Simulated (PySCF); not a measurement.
System: C₃H₁₁ClS₂Si₂.

```xyz
19

C    -2.9891    0.9637   -0.2525
C    -2.4048   -0.3454   -0.7802
Si   -1.1167   -1.1124    0.3946
Cl   -0.2912   -2.7269   -0.5091
S     0.4312    0.3180    0.8634
C     1.2862    0.4252   -0.7567
S     2.8517    1.3186   -0.6651
Si    3.9178    0.0720    0.7299
H    -2.2026    1.6958   -0.0853
H    -3.5049    0.8026    0.6907
H    -3.6989    1.3791   -0.9644
H    -1.9526   -0.1637   -1.7597
H    -3.2144   -1.0581   -0.9466
H    -1.6271   -1.4702    1.7058
H     0.6544    0.9750   -1.4499
H     1.4696   -0.5850   -1.1165
H     3.7459   -1.2981    0.2566
H     3.3571    0.2598    2.0587
H     5.2785    0.5592    0.5940
```

Geometry: GFN2-xTB.

These are results of PBE0/pcSseg-1, SCF density, gas phase, non-relativistic (PySCF 2.14.0), not measurements.

Question: What can the converged electron density and electron localisation function tell about the bonding?

Answer: C–C (1.53 Å): ρ at the midpoint is about 1.6 e/Å³; the ELF peaks at about 0.95 between the atoms (a covalent bond).
C–S (1.80 Å): ρ at the midpoint is about 1.2 e/Å³; the ELF peaks at about 0.90 between the atoms, as expected for a shared electron pair.
C–H (1.09 Å): the density is about 2 e/Å³ at the midpoint; the ELF climbs to about 1 towards the hydrogen, as it does in any bond to H: a covalent bond by its length.

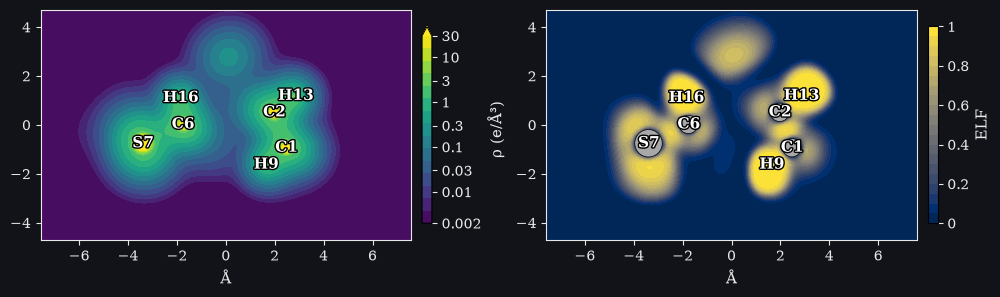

Computed electron density and electron localisation function on the plane of atoms C1, C2 and H13, in this order. Grey discs cover the atomic cores in the ELF map. 
